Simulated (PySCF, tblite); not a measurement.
**C4H2F4O3: a rotation path, then NMR shifts on frames**

How do NMR shifts of C4H2F4O3 (`O=C1O[C@@H](OC(F)(F)F)[C@@H]1F`) change as the atoms move?

Computed with tblite 0.8.0 and PySCF 2.14.0, with density-fitted response routines of our own, on a single molecule in the gas phase. Atoms are numbered from 0 throughout.

### Step 1. Starting geometry

13 atoms, charge 0, multiplicity 1; geometry from: GFN2-xTB.

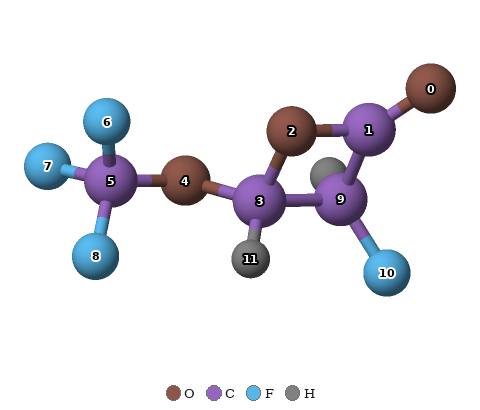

The starting geometry (oxygen brown, carbon purple, fluorine blue, hydrogen grey), atoms numbered; sticks join atoms by distance.

### Step 2. A band between two rotamers with GFN2-xTB

The job: settings as JSON, then the geometry in Å.

```
{"job": {"kind": "neb", "xc": "GFN2-xTB", "basis": "xTB", "atoms": [7, 5, 4, 3], "turn": 120}, "charge": 0, "multiplicity": 1}
O      2.377518     0.770005     2.167488
C      1.620170     0.460849     1.323146
O      0.445127    -0.232548     1.402264
C      0.267701    -0.274789    -0.013757
O     -0.906104     0.354145    -0.443054
C     -2.045670    -0.343915    -0.322529
F     -2.377279    -0.611514     0.937349
F     -3.027477     0.355404    -0.861801
F     -1.991204    -1.523835    -0.954161
C      1.507910     0.615692    -0.208617
F      2.500391     0.102915    -0.971900
H      0.348650    -1.299033    -0.395805
H      1.275878     1.627109    -0.554942
```

Level: GFN2-xTB climbing-image nudged elastic band, gas phase.

Started as:

```
OMP_NUM_THREADS=1 python probes_run.py task.json out
```

The driver reads the jobs from task.json and runs them one after another.

What it wrote:

```text
image   E - E0 / eV
  0       0.0000
  1       0.0075
  2       0.0282
  3       0.0522
  4       0.0636
  5       0.0549
  6       0.0330
  7       0.0106
  8       0.0000
```

Wall time 10 s (1 thread of Intel Xeon at 2.50GHz, shared host); peak memory 0.18 GiB.

The final band, with the dihedral F7–C5–O4–C3:

```
image  dihedral (°)  energy (eV)  energy (kcal/mol)
    0          -175        0.000                0.0
    1          -164        0.007                0.2
    2          -150        0.028                0.7
    3          -135        0.052                1.2
    4          -118        0.064                1.5
    5          -101        0.055                1.3
    6           -85        0.033                0.8
    7           -71        0.011                0.2
    8           -57        0.000                0.0
```

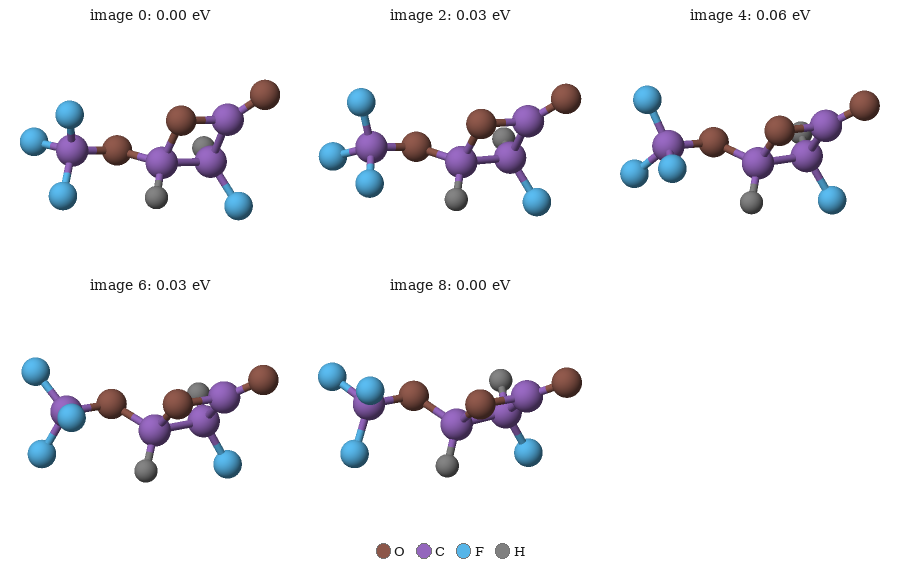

Images along the band.

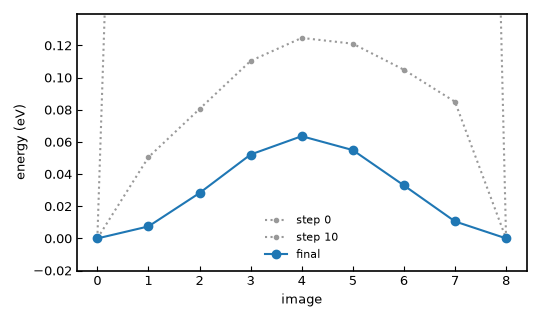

Energy along the band, early and final.

### Step 3. NMR shieldings: image 0, PBE0/pcSseg-1

The job: settings as JSON, then the geometry in Å.

```
{"job": {"kind": "nmr", "xc": "PBE0", "basis": "pcSseg-1", "pop": false}, "charge": 0, "multiplicity": 1}
O      2.377500     0.770000     2.167500
C      1.620200     0.460800     1.323100
O      0.445100    -0.232500     1.402300
C      0.267700    -0.274800    -0.013800
O     -0.906100     0.354100    -0.443100
C     -2.045700    -0.343900    -0.322500
F     -2.377300    -0.611500     0.937300
F     -3.027500     0.355400    -0.861800
F     -1.991200    -1.523800    -0.954200
C      1.507900     0.615700    -0.208600
F      2.500400     0.102900    -0.971900
H      0.348600    -1.299000    -0.395800
H      1.275900     1.627100    -0.554900
```

Method: GIAO PBE0/pcSseg-1 NMR shielding, non-relativistic, gas phase.

What it wrote:

```text
coarse grid: 13192 points
cycle   1  E = -777.3436461316  dE =  2.472e+00  |g| = 1.410e+00  |ddm| = 3.358e+00
cycle   2  E = -776.6467346500  dE =  6.969e-01  |g| = 2.466e+00  |ddm| = 2.332e+00
cycle   3  E = -777.6579608600  dE = -1.011e+00  |g| = 4.047e-01  |ddm| = 1.767e+00
cycle   4  E = -777.6855762989  dE = -2.762e-02  |g| = 1.201e-01  |ddm| = 3.032e-01
cycle   5  E = -777.6876839621  dE = -2.108e-03  |g| = 4.265e-02  |ddm| = 7.911e-02
cycle   6  E = -777.6879873304  dE = -3.034e-04  |g| = 9.652e-03  |ddm| = 2.841e-02
cycle   7  E = -777.6880026982  dE = -1.537e-05  |g| = 2.120e-03  |ddm| = 5.928e-03
cycle   8  E = -777.6880034777  dE = -7.795e-07  |g| = 5.739e-04  |ddm| = 1.873e-03
final grid: 135616 points
cycle   9  E = -777.8117697441  dE = -4.357e-05  |g| = 1.533e-02  |ddm| = 2.777e-02
cycle  10  E = -777.8117025304  dE =  6.721e-05  |g| = 2.502e-02  |ddm| = 2.262e-02
cycle  11  E = -777.8118077662  dE = -1.052e-04  |g| = 2.726e-03  |ddm| = 1.493e-02
cycle  12  E = -777.8118090262  dE = -1.260e-06  |g| = 4.769e-04  |ddm| = 1.769e-03
cycle  13  E = -777.8118090559  dE = -2.973e-08  |g| = 2.621e-04  |ddm| = 4.114e-04
cycle  14  E = -777.8118090675  dE = -1.155e-08  |g| = 3.453e-05  |ddm| = 1.507e-04
cycle  15  E = -777.8118090677  dE = -1.696e-10  |g| = 1.477e-05  |ddm| = 3.284e-05
converged SCF energy = -777.8118090677

GIAO shielding tensors (ppm)
atom      isotropic    diamagn.    paramagn.     s11        s22        s33       span
  0 O     -108.673     394.090    -502.763   -353.719   -221.988    249.690    603.409
  1 C       22.311     252.648    -230.337    -87.240     66.606     87.566    174.805
  2 O       25.652     400.203    -374.552   -153.542     75.776    154.721    308.263
  3 C       89.888     244.790    -154.903     63.057     94.483    112.122     49.065
  4 O      180.010     400.757    -220.747    152.872    184.022    203.135     50.263
  5 C       56.803     236.353    -179.550     53.095     55.945     61.368      8.273
  6 F      241.680     471.547    -229.866    170.919    209.351    344.770    173.850
  7 F      246.682     467.478    -220.796    185.193    205.810    349.043    163.850
  8 F      253.127     471.860    -218.733    170.278    225.136    363.966    193.687
  9 C       82.824     248.870    -166.046     50.379     92.373    105.720     55.341
 10 F      385.890     467.494     -81.603    348.422    378.063    431.186     82.764
 11 H       25.544      29.710      -4.166     21.779     25.750     29.103      7.324
 12 H       25.873      29.056      -3.183     23.113     26.413     28.093      4.980
```

Wall time 83 s (1 thread of Intel Xeon at 2.50GHz, shared host); peak memory 0.85 GiB.

The references, computed at this level on geometries of the same kind, shield at (ppm): ¹H TMS 31.72, ¹³C TMS 186.9, ¹⁹F CFCl3 170.9, ¹⁷O H2O 336.1. Their shielding less the atom's gives the shift. The references are single molecules in the gas phase, so shifts against H2O, NH3, PH3, H3PO4 or CFCl3 are not on the usual liquid scales and can be off by tens of ppm. Each atom is listed at this fixed geometry, with no averaging over motion; a spectrum would average atoms that exchange fast.

```
atoms                                         environment  σ (ppm)  δ (ppm)
   C1                               ester carbonyl carbon     22.3    164.6
   C5                                          CF3 carbon     56.8    130.1
   C9                 sp3 CH bonded to F, α to a carbonyl     82.8    104.1
   C3                      sp3 carbon bearing two oxygens     89.9     97.0
  H11       hydrogen on an sp3 carbon bearing two oxygens    25.54     6.17
  H12  hydrogen on an sp3 CH bonded to F, α to a carbonyl    25.87     5.84
   O0                               ester carbonyl oxygen   -108.7    444.8
   O2                                 ester alkoxy oxygen     25.7    310.4
   O4                                        ether oxygen    180.0    156.1
   F6                           fluorine of an OCF3 group    241.7    -70.7
   F7                           fluorine of an OCF3 group    246.7    -75.7
   F8                           fluorine of an OCF3 group    253.1    -82.2
  F10                           fluorine on an sp3 carbon    385.9   -214.9
```

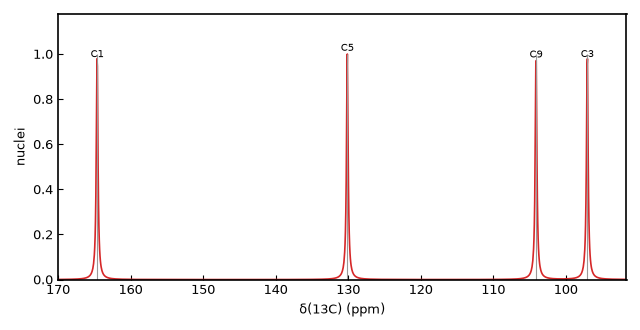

¹³C lines at the computed shifts, without couplings. Lines are broadened to a width of 0.27 ppm (Lorentzian).

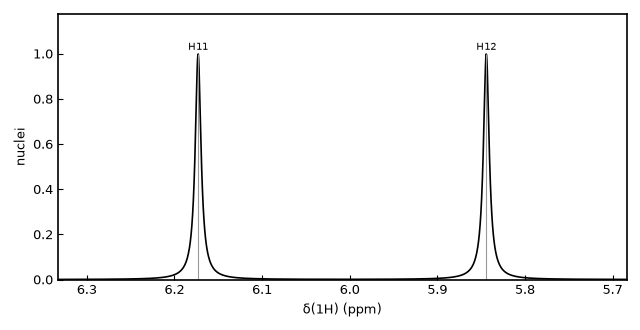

¹H lines at the computed shifts, without couplings. Lines are broadened to a width of 0.01 ppm (Lorentzian).

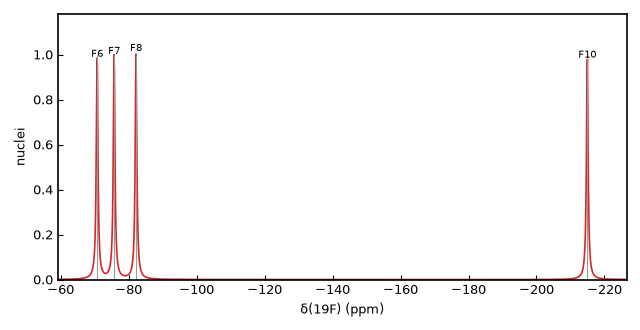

¹⁹F lines at the computed shifts, without couplings. Lines are broadened to a width of 0.58 ppm (Lorentzian).

Ring of atoms C1, O2, C3, C9: NICS(0) -2.3, NICS(1) -2.4, NICS(1)zz -0.3 ppm (means of both faces). The ring holds saturated atoms, so no π current runs round it: these values come from its σ bonds, any local π bonds and neighbouring rings, and say nothing of aromaticity.

### Step 4. Nuclear shieldings: image 2, PBE0/pcSseg-1

The job: settings as JSON, then the geometry in Å.

```
{"job": {"kind": "nmr", "xc": "PBE0", "basis": "pcSseg-1", "pop": false}, "charge": 0, "multiplicity": 1}
O      2.448700     0.553600     2.154300
C      1.659600     0.343900     1.308300
O      0.492300    -0.367500     1.344800
C      0.275700    -0.254900    -0.062800
O     -0.927500     0.368400    -0.402900
C     -2.064300    -0.339600    -0.284800
F     -2.636800    -0.204800     0.907700
F     -2.933800     0.094200    -1.185700
F     -1.896300    -1.648300    -0.483300
C      1.490600     0.680600    -0.187800
F      2.461100     0.277200    -1.040000
H      0.385400    -1.225200    -0.560600
H      1.240900     1.722900    -0.403600
```

Method: GIAO PBE0/pcSseg-1 NMR shielding, non-relativistic, gas phase.

What it wrote:

```text
coarse grid: 13192 points
cycle   1  E = -777.3434846107  dE =  2.470e+00  |g| = 1.408e+00  |ddm| = 3.353e+00
cycle   2  E = -776.6496728426  dE =  6.938e-01  |g| = 2.462e+00  |ddm| = 2.321e+00
cycle   3  E = -777.6570494532  dE = -1.007e+00  |g| = 4.058e-01  |ddm| = 1.757e+00
cycle   4  E = -777.6848521801  dE = -2.780e-02  |g| = 1.194e-01  |ddm| = 3.026e-01
cycle   5  E = -777.6869284555  dE = -2.076e-03  |g| = 4.267e-02  |ddm| = 7.872e-02
cycle   6  E = -777.6872322320  dE = -3.038e-04  |g| = 9.650e-03  |ddm| = 2.840e-02
cycle   7  E = -777.6872475777  dE = -1.535e-05  |g| = 2.127e-03  |ddm| = 5.940e-03
cycle   8  E = -777.6872483652  dE = -7.874e-07  |g| = 5.681e-04  |ddm| = 1.891e-03
final grid: 135616 points
cycle   9  E = -777.8103414125  dE = -4.226e-05  |g| = 1.537e-02  |ddm| = 2.728e-02
cycle  10  E = -777.8102732497  dE =  6.816e-05  |g| = 2.514e-02  |ddm| = 2.259e-02
cycle  11  E = -777.8103797677  dE = -1.065e-04  |g| = 2.765e-03  |ddm| = 1.502e-02
cycle  12  E = -777.8103810675  dE = -1.300e-06  |g| = 4.754e-04  |ddm| = 1.786e-03
cycle  13  E = -777.8103810972  dE = -2.972e-08  |g| = 2.594e-04  |ddm| = 4.104e-04
cycle  14  E = -777.8103811085  dE = -1.131e-08  |g| = 3.752e-05  |ddm| = 1.511e-04
cycle  15  E = -777.8103811087  dE = -2.026e-10  |g| = 1.496e-05  |ddm| = 3.447e-05
converged SCF energy = -777.8103811087

GIAO shielding tensors (ppm)
atom      isotropic    diamagn.    paramagn.     s11        s22        s33       span
  0 O     -108.294     394.048    -502.342   -354.133   -222.654    251.905    606.038
  1 C       22.637     252.531    -229.893    -87.350     67.243     88.018    175.368
  2 O       26.956     400.599    -373.643   -151.379     76.904    155.344    306.723
  3 C       89.477     244.249    -154.772     64.352     92.610    111.467     47.114
  4 O      183.061     400.529    -217.469    154.074    187.832    207.276     53.201
  5 C       56.762     236.361    -179.598     51.665     57.850     60.771      9.106
  6 F      236.482     470.035    -233.553    170.381    194.737    344.327    173.946
  7 F      243.524     467.405    -223.881    179.638    201.418    349.516    169.877
  8 F      256.482     472.521    -216.039    179.020    240.876    349.551    170.530
  9 C       83.716     248.881    -165.165     50.889     93.893    106.368     55.479
 10 F      385.078     467.538     -82.460    347.277    377.791    430.166     82.889
 11 H       25.482      29.737      -4.255     21.890     25.547     29.008      7.118
 12 H       25.862      29.005      -3.143     23.084     26.475     28.027      4.943
```

It took 79 s on 1 thread of Intel Xeon at 2.50GHz, shared host; peak memory 0.86 GiB.

Key values: δ C1 164.3, C5 130.2, C9 103.2, C3 97.4, H11 6.24, H12 5.85 ppm.

(Part 1 of 2 ends here.)
